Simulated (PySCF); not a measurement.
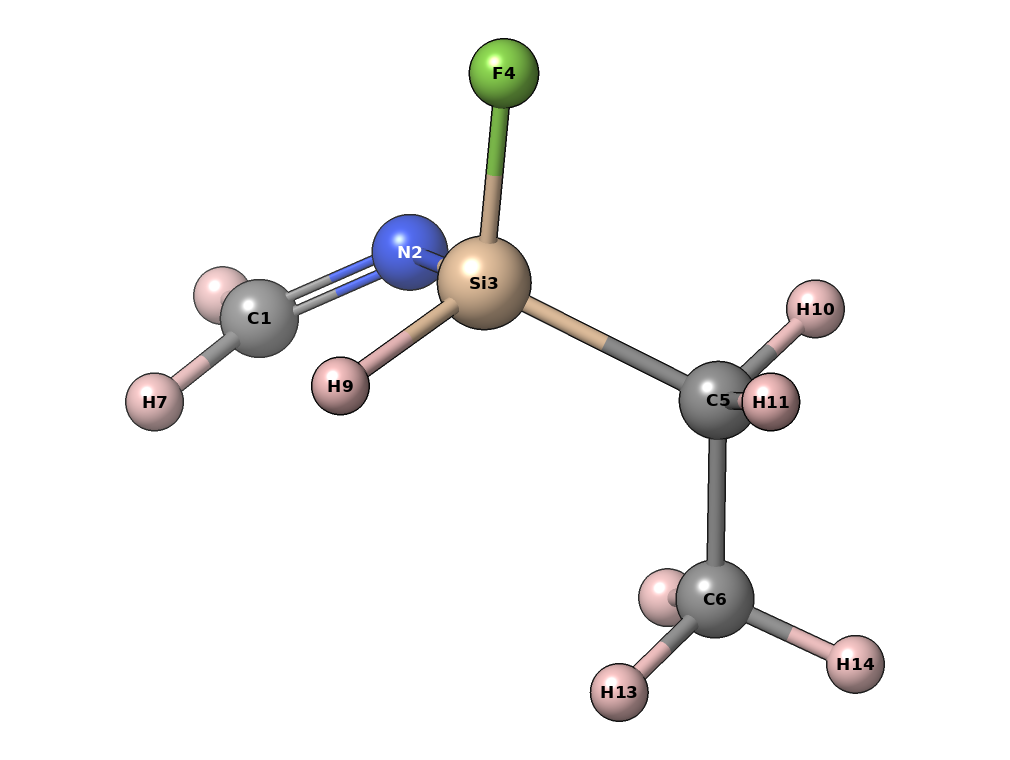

N2 lies behind Si3. The molecule seen a little off the Si3–N2 bond, Si3 in front. Depth is shown by fading: the farther an atom, the more it takes the colour of the background. Computed geometry: PBE0-D3(BJ)/def2-SVP optimisation. No frequency run is at hand to confirm it as a minimum.

What is the torsion angle F4–Si3–N2–C1? The sign is positive where the front bond must turn clockwise to cover the back bond.

Answer. −121°, anticlinal.
